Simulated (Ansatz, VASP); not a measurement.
# ZnSe (Stilleite) in two plane-wave programs

Wanted: the spread between two codes on one cell, functional and k mesh.

Main program and level: Ansatz 0.2.0; plane waves, with VASP 6.6.1 beside it; band structure at HSE06.

**1. Set-up**

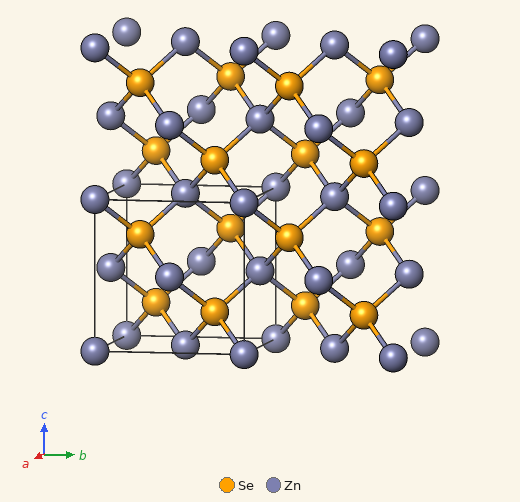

The cell as given, slightly off an axis (selenium orange, zinc blue). 1×2×2 cells are drawn. This picture shows the conventional cell, with its axes. Bonds to atoms that aren't drawn are left out. Some periodic images of atoms are drawn too.

As a file:

```xyz
2
Lattice="0.0000 2.8338 2.8338 2.8338 0.0000 2.8338 2.8338 2.8338 0.0000" Properties=species:S:1:pos:R:3 pbc="T T T"
Se    4.2507    4.2507    4.2507
Zn    0.0000    0.0000    0.0000
```

**2. VASP: band structure, HSE06**

The same path points are solved in both programs, so levels can be compared one by one.

Lines of VASP's logs that name or quote its potential files are left out, and so is its time.

File INCAR:

```
SYSTEM = ZnSe
PREC = Accurate
ENCUT = 350
EDIFF = 1E-06
NELM = 100
ISMEAR = 0
SIGMA = 0.03
LREAL = .FALSE.
ALGO = Normal
LHFCALC = .TRUE.
AEXX = 0.25
GGA = PE
HFSCREEN = 0.2
LASPH = .TRUE.
NBANDS = 15
PRECFOCK = Fast
LORBIT = 11
LWAVE = .FALSE.
LCHARG = .FALSE.
KPAR = 4
```

File POSCAR:

```
ZnSe
1.0
    0.0000000000      2.8338000000      2.8338000000
    2.8338000000      0.0000000000      2.8338000000
    2.8338000000      2.8338000000      0.0000000000
Se Zn
1 1
Direct
    0.7500000000      0.7500000000      0.7500000000
    0.0000000000      0.0000000000      0.0000000000
```

File KPOINTS:

```
Automatic mesh
0
Gamma
5 5 5
0 0 0
```

File KPOINTS_OPT:

```
Line mode
10
Line-mode
Reciprocal
  0.00000000   0.00000000   0.00000000 GAMMA
  0.50000000   0.00000000   0.50000000 X

  0.50000000   0.00000000   0.50000000 X
  0.50000000   0.25000000   0.75000000 W

  0.50000000   0.25000000   0.75000000 W
  0.37500000   0.37500000   0.75000000 K

  0.37500000   0.37500000   0.75000000 K
  0.00000000   0.00000000   0.00000000 GAMMA

  0.00000000   0.00000000   0.00000000 GAMMA
  0.50000000   0.50000000   0.50000000 L

  0.50000000   0.50000000   0.50000000 L
  0.62500000   0.25000000   0.62500000 U

  0.62500000   0.25000000   0.62500000 U
  0.50000000   0.25000000   0.75000000 W

  0.50000000   0.25000000   0.75000000 W
  0.50000000   0.50000000   0.50000000 L

  0.50000000   0.50000000   0.50000000 L
  0.37500000   0.37500000   0.75000000 K

  0.62500000   0.25000000   0.62500000 U
  0.50000000   0.00000000   0.50000000 X
```

The projector-augmented-wave data sets are Se and Zn (PBE family, release 64).

Command:

```sh
> mpirun -np 4 vasp_std
```

Numbers of over 12 decimals in the logs are rounded to 6 here.

The log of the run:

```text
[banner, memory and clock lines left out]
running    4 mpi-ranks, on    1 nodes
 distrk:  each k-point on    1 cores,    4 groups
 distr:  one band on    1 cores,    1 groups

 POSCAR found type information on POSCAR SeZn
 POSCAR found :  2 types and       2 ions
 LDA part: xc-table for (Slater+PW92), standard interpolation
 found WAVECAR, reading the header
 POSCAR, INCAR and KPOINTS ok, starting setup
 FFT: planning ... GRIDC
 FFT: planning ... GRID_SOFT
 FFT: planning ... GRID
 reading WAVECAR
 the WAVECAR file was read successfully
 initial charge from wavefunction
 entering main loop
       N       E                     dE             d eps       ncg     rms          rms(c)
DAV:   1    -0.747821072088E+01   -0.74782E+01   -0.13256E+00   386   0.296E+01    0.276E+00
DAV:   2    -0.743168352055E+01    0.46527E-01   -0.26868E-01   349   0.104E+01    0.140E+00
DAV:   3    -0.742986452155E+01    0.18190E-02   -0.28491E-02   370   0.277E+00    0.867E-01
DAV:   4    -0.742899635197E+01    0.86817E-03   -0.25496E-03   307   0.601E-01    0.520E-01
DAV:   5    -0.742878548575E+01    0.21087E-03   -0.51888E-04   345   0.213E-01    0.304E-01
DAV:   6    -0.742873627086E+01    0.49215E-04   -0.10015E-04   321   0.889E-02    0.169E-01
DAV:   7    -0.742871450992E+01    0.21761E-04   -0.10191E-05   335   0.280E-02    0.920E-02
DAV:   8    -0.742870716761E+01    0.73423E-05   -0.41659E-06   314   0.145E-02    0.484E-02
DAV:   9    -0.742870564153E+01    0.15261E-05   -0.15252E-06   342   0.902E-03    0.252E-02
DAV:  10    -0.742870506666E+01    0.57487E-06   -0.51229E-07   241   0.555E-03
   1 F= -.74287051E+01 E0= -.74287051E+01  d E =-.892597E-13
 Start KPOINTS_OPT (optional k-point list driver)
k-point batch [1-10\100]
       N       E                     dE             ncg
DAV:   1     0.230248704770E+02   -0.25066E+04      300
DAV:   2    -0.940613457751E+03   -0.96364E+03      307
DAV:   3    -0.100610840632E+04   -0.65495E+02      363
DAV:   4    -0.100708854468E+04   -0.98014E+00      391
DAV:   5    -0.100709464201E+04   -0.60973E-02      391
DAV:   6    -0.100709468059E+04   -0.38584E-04      384
DAV:   7    -0.100709468096E+04   -0.36601E-06      297
[...]
k-point batch [91-100\100]
       N       E                     dE             ncg
DAV:   1    -0.912593380631E+02   -0.54899E+04      300
DAV:   2    -0.102378780791E+04   -0.93253E+03      342
DAV:   3    -0.107844627331E+04   -0.54658E+02      377
DAV:   4    -0.107918145525E+04   -0.73518E+00      391
DAV:   5    -0.107918608446E+04   -0.46292E-02      398
DAV:   6    -0.107918611462E+04   -0.30155E-04      391
DAV:   7    -0.107918611489E+04   -0.26667E-06      318
```

Parts of OUTCAR (step 2):

```text
ion  position               nearest neighbor table
   1  0.750  0.750  0.750-   2 2.45   2 2.45   2 2.45   2 2.45
   2  0.000  0.000  0.000-   1 2.45   1 2.45   1 2.45   1 2.45

  LATTYP: Found a face centered cubic cell.
 ALAT       =     5.6676000000

 Subroutine GETGRP returns: Found 24 space group operations
 (whereof 24 operations were pure point group operations)

The static configuration has the point symmetry T_d .

 Found     10 irreducible k-points:

   k-points           NKPTS =     10   k-points in BZ     NKDIM =    125   number of bands    NBANDS=     15

   dimension x,y,z NGX =    24 NGY =   24 NGZ =   24
   dimension x,y,z NGXF=    48 NGYF=   48 NGZF=   48

   ENCUT  =  350.0 eV  25.72 Ry    5.07 a.u.   6.11  6.11  6.11*2*pi/ulx,y,z

   NELECT =      18.0000    total number of electrons

 k-points in reciprocal lattice and weights: Automatic mesh
   0.00000000  0.00000000  0.00000000       0.008
   0.20000000  0.00000000  0.00000000       0.064
   0.40000000  0.00000000  0.00000000       0.064
   0.20000000  0.20000000  0.00000000       0.048
   0.40000000  0.20000000  0.00000000       0.192
  -0.40000000  0.20000000  0.00000000       0.192
  -0.20000000  0.20000000  0.00000000       0.096
   0.40000000  0.40000000  0.00000000       0.048
  -0.40000000  0.40000000  0.00000000       0.096
  -0.40000000  0.40000000  0.20000000       0.192

  exchange ACFDT corr.  =         0.00000000  see jH, gK, PRB 81, 115126

 average (electrostatic) potential at core
       1 -52.2330       2 -29.5489

 E-fermi :   1.0959

 k-point     1 :       0.0000    0.0000    0.0000
  band No.  band energies     occupation
    ...
      5      -6.8831      2.00000
      6      -6.8831      2.00000
      7       0.9544      2.00000
      8       0.9544      2.00000
      9       0.9544      2.00000
     10       3.3801      0.00000
     11       7.9166      0.00000
     12       7.9166      0.00000
     13       7.9167      0.00000
     14      12.2679      0.00000
    ...

 k-point     2 :       0.2000    0.0000    0.0000
  band No.  band energies     occupation
    ...
      5      -6.8847      2.00000
      6      -6.8847      2.00000
      7      -1.5145      2.00000
      8       0.5974      2.00000
      9       0.5974      2.00000
     10       4.7715      0.00000
     11       8.1989      0.00000
     12       8.4597      0.00000
     13       8.4597      0.00000
     14      12.5196      0.00000
    ...

 k-point     3 :       0.4000    0.0000    0.0000
  band No.  band energies     occupation
    ...
      5      -6.8734      2.00000
      6      -6.8348      2.00000
      7      -4.1157      2.00000
      8       0.1135      2.00000
      9       0.1135      2.00000
     10       4.6821      0.00000
     11       8.5283      0.00000
     12       8.5284      0.00000
     13      10.4208      0.00000
     14      12.7768      0.00000
    ...

  energy-cutoff  :      350.00
  volume of cell :       45.51
      direct lattice vectors                 reciprocal lattice vectors
     0.000000000  2.833800000  2.833800000    -0.176441527  0.176441527  0.176441527
     2.833800000  0.000000000  2.833800000     0.176441527 -0.176441527  0.176441527
     2.833800000  2.833800000  0.000000000     0.176441527  0.176441527 -0.176441527

 POSITION                                       TOTAL-FORCE (eV/Angst)
 -----------------------------------------------------------------------------------
      4.25070      4.25070      4.25070         0.000000      0.000000      0.000000
      0.00000      0.00000      0.00000        -0.000000     -0.000000     -0.000000
 -----------------------------------------------------------------------------------
    total drift:                               -0.000144     -0.000093     -0.000091

  FREE ENERGIE OF THE ION-ELECTRON SYSTEM (eV)
  ---------------------------------------------------
  free  energy   TOTEN  =        -7.4287050667 eV

  energy  without entropy=       -7.4287050667  energy(sigma->0) =       -7.42870507

 total charge
# of ion       s       p       d       tot
------------------------------------------
    1        1.442   2.498   0.027   3.967
    2        0.495   0.441   9.818  10.753
--------------------------------------------------
tot          1.937   2.939   9.845  14.721

[... 3 further parts left out ...]
```

(Part 1 of 2 ends here.)

[Lines on the potential files, build, host, timing and source positions are cut from VASP's logs without a mark.]

[Logs are printed without paths, hosts, clocks, repeated set-up lines and the standing remarks that a program may print on its own settings, such as how far it seeks lower states.]

[Hosts, paths, dates, database ids (printed as entryN), source tags and the programs' standing remarks are cut or masked in the printed files.]
